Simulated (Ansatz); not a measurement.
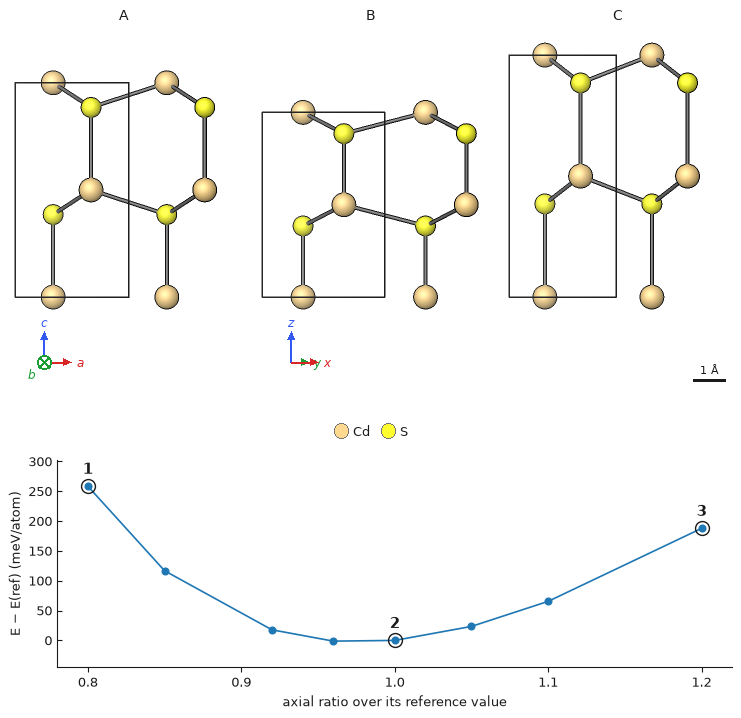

A scan of a crystal of CdS (P6_3mc): the ratio of the cell's length along z to its lengths across, counted as 1 for the reference, is changed at fixed volume (a c/a path), with the atoms kept at their fractional coordinates. x, y and z are the Cartesian axes of the input. The frames are shuffled; the numbered points of the plot belong to them. The picture is a ball-and-stick view of the cell of the calculation, repeated 2 × 1 × 1 with one cell outlined, seen along the b axis.

Method: DFT r2SCAN, scalar-relativistic, plane waves, PAW in Ansatz. (plane-wave cutoff 500 eV; k-point mesh 12 × 12 × 6; occupations gaussian; smearing width 0.05 eV; no spin polarisation). Energies (free energies at the smearing named) are counted from the cell as listed in its source, which wasn't relaxed.

**Match the frames to the points.**

Point 1 is frame B (the relative ratio 0.80, 258.5 meV/atom); 2 is frame A (the relative ratio 1.00, 0.0 meV/atom); 3 is frame C (the relative ratio 1.20, 187.9 meV/atom). Of the computed points the lowest is at the relative ratio 0.96, −1.2 meV/atom. The unrelaxed reference is under a pressure of 1.1 GPa. The distortion keeps the space group P6_3mc. At the relative ratio 0.80 the cell of the drawing goes a 4.135 → 4.454 Å, b 4.135 → 4.454 Å, c 6.749 → 5.816 Å.
